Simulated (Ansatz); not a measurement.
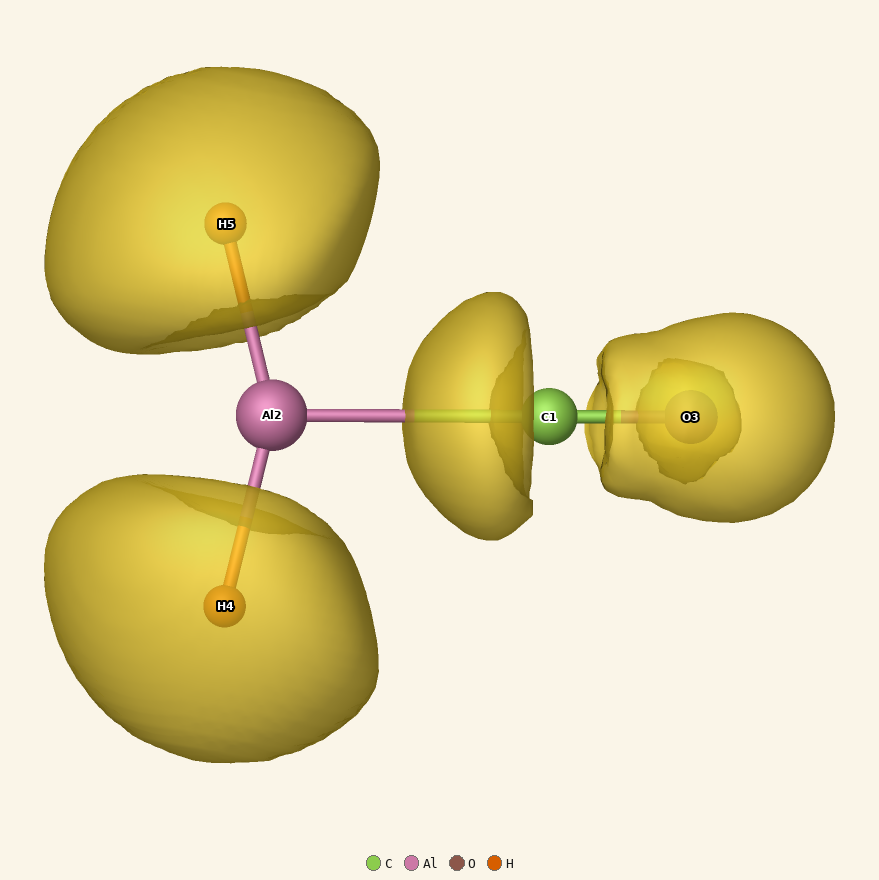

Figure 1: CH₂AlO (SMILES O=[C+][AlH2]) (charge +1). Isosurface of the ELF at 0.75 (yellow), seen across its widest extent. Core shells and regions of very low density are left out.

Geometry: r2SCAN-D4/def2-SVP.

The calculation used Ansatz, isolated molecule in a Gaussian basis; Kohn-Sham density functional theory, functional PBE0.

```yaml
atoms:
  - { symbol: C, position_ang: [-1.8548, -0.0695, 1.5619] }
  - { symbol: Al, position_ang: [-0.5329, 0.3179, -0.1468] }
  - { symbol: O, position_ang: [-2.5292, -0.2690, 2.4334] }
  - { symbol: H, position_ang: [-0.3930, 1.8685, -0.1620] }
  - { symbol: H, position_ang: [-0.2294, -1.1037, -0.7048] }
```

Where are the electrons localised?

At this value the surface marks out two regions around hydrogen nuclei, one lobe of the valence shell of C pointing towards Al (polar bonds) and one region on O in which the atom's valence shell and bonds are merged. Along the contacts the grid gives the following. C–O (1.12 Å): the ELF peaks at about 0.85 between the atoms: a multiple bond. C–Al (2.19 Å): the ELF peaks at about 1 in the valence shell of C, 0.8 Å from its nucleus, and is about 0.85 at the midpoint.
